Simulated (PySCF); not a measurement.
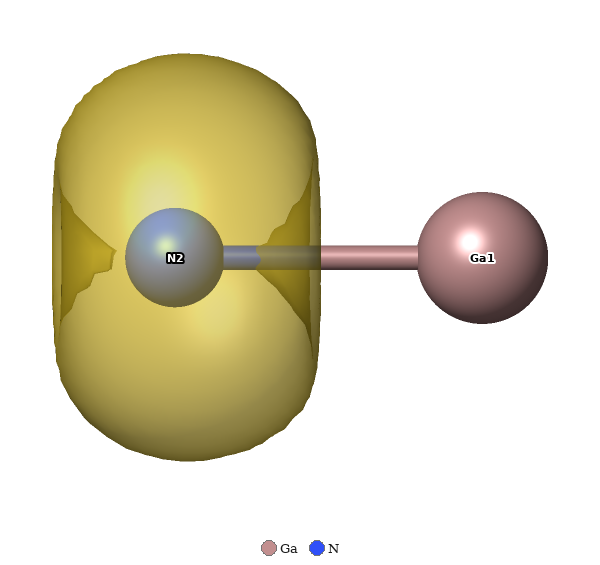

GaN (triplet). Isosurface of the spin density (α minus β) at +0.04 e/Å³ (yellow), seen from one side.

Method: PySCF, PBE0/x2c-TZVPPall, spin-free X2C-1e, Gaussian nucleus, at a bond length of 2.005 Å.

Where is the unpaired spin?

Answer. The unpaired spin (2 electrons) lies mostly on N2 (about 1.8) and Ga1 (about 0.2), in electrons by Hirshfeld's partition.
